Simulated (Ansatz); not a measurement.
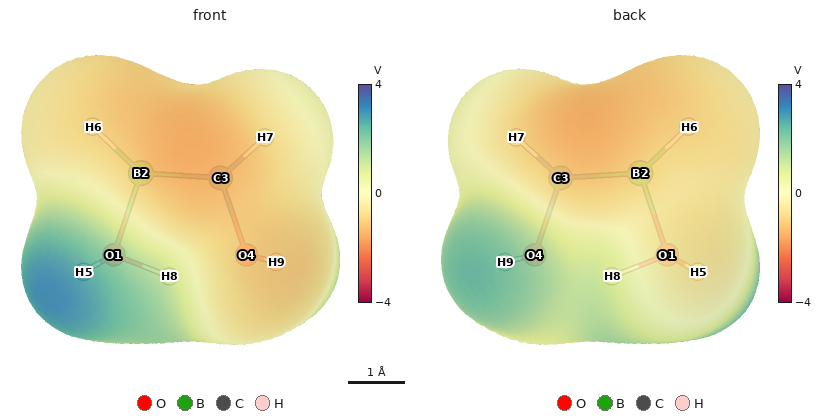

CH₅BO₂. The molecular electrostatic potential painted on the density surface at 0.002 e/bohr³, seen from the front and from behind; the colour scale runs from red (negative) to blue (positive).

The calculation used Ansatz, RKS PBE/def2-SVP.

Input file:

```
crystal:
  periodic: [false, false, false]
  atoms:
    - { symbol: O, position_ang: [-1.44164, 1.14943, -0.07964] }
    - { symbol: B, position_ang: [-0.12328, 1.11283, 0.00264] }
    - { symbol: C, position_ang: [0.63047, -0.30486, 0.03624] }
    - { symbol: O, position_ang: [-0.34572, -1.34957, -0.03119] }
    - { symbol: H, position_ang: [-1.84565, 0.27539, -0.11357] }
    - { symbol: H, position_ang: [0.46398, 2.12484, 0.04917] }
    - { symbol: H, position_ang: [1.22673, -0.41098, 0.95295] }
    - { symbol: H, position_ang: [-1.13968, -0.85843, -0.3606] }
    - { symbol: H, position_ang: [0.10242, -2.19983, -0.01272] }
basis:
  gaussian: { orbitals: def2-SVP }
hamiltonian:
  xc: pbe
relax:
  f_tol: 0.02
  max_steps: 50
output:
  orbitals: {}
```

Launched as:

```sh
ansatz run input.yaml --threads 1 --pin off --max-ram 2048MiB --backend cpu --events-out ev --progress --plain --runs-dir out
```

The fields are those of the run's last geometry, not of the input's.

### Describe the electrostatic potential map.

The most negative region (about −1.5 V) lies over the π face of C3, the most positive (about +3.1 V) over H5.
